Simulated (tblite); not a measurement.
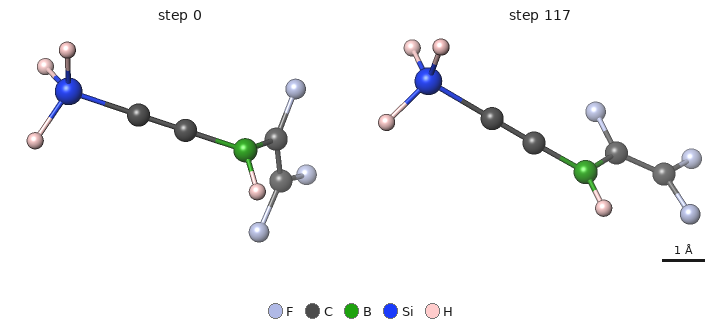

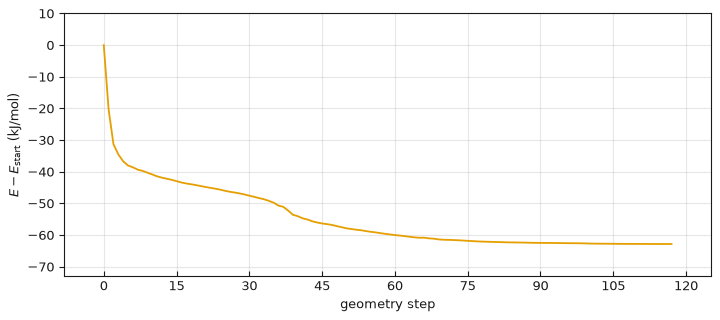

First and last geometry of a relaxation of C$_{4}$H$_{4}$BF$_{3}$Si, with the history of the run. A ball-and-stick model, seen from a free direction.

These are results of GFN2-xTB geometry optimisation, gas phase (tblite 0.8.0), not measurements. 

Question: What do the curves and the structures tell?

Answer: It converged. An F atom moves most after the best rigid fit: 1.86 Å. Largest moves by element: F 1.86 Å, B 0.78 Å, C 0.63 Å, H 0.58 Å, Si 0.28 Å. Some distances before and after: C–F 1.387 → 1.322 Å, B–C 1.549 → 1.492 Å, C–Si 1.818 → 1.852 Å, C–F 1.355 → 1.323 Å. Bond angles that change, for instance: C–C–F 124.4° → 115.2°, F–C–F 117.3° → 109.9°, C–C–B 117.3° → 124.6°. Over 117 geometry steps the energy falls by 62.8 kJ/mol. The run took 1.3 s on 1 thread of Arm Neoverse N1, with other jobs on the host.
